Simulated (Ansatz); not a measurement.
Take SiC in the zinc blende structure (space group F-43m, No. 216; a = 4.356 Å) as the base.

It is then changed as follows: a hydrostatic pressure of 0.9 GPa.

Method: r2SCAN/PAW in Ansatz (a program for electronic structure), no spin-orbit coupling.

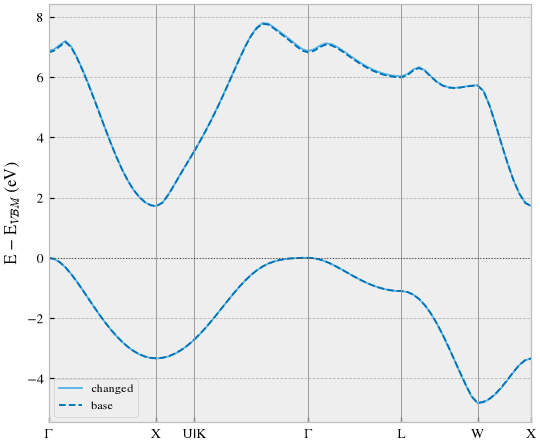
Figure. Highest valence and lowest conduction band along the path, each from its own valence-band maximum

**Question.** Read the changed gap and its character from the plot.

**Answer.** About 1.7 eV, indirect, Γ → X.

Load acts through the strain it causes; cell and atoms are relaxed under it. Stability against distortions was not tested.
